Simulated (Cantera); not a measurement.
A closed system holds: 1 mol AlN, 95 mol HCl, equilibrated at 740 Pa.

These are equilibrium values from Cantera (NASA tables, ideal gas, pure condensed phases), not measurements of a reactor. Candidate condensed phases: Al, AlCl₃, AlN, NH₄Cl; 20 gas species. The tables' values for AlCl₂ are old estimates; treat these amounts as uncertain. The numbers say what is thermodynamically allowed, not how fast it happens.

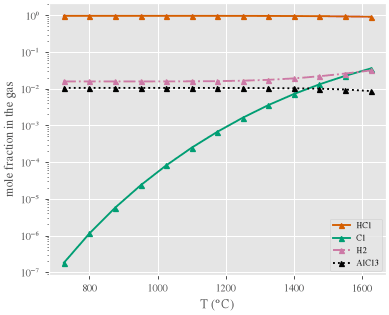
Figure: Equilibrium gas composition (values under 1e-9 drawn at 1e-9)

From 725 °C to 1625 °C nothing is condensed. The main Al-bearing gas is AlCl₃ throughout.
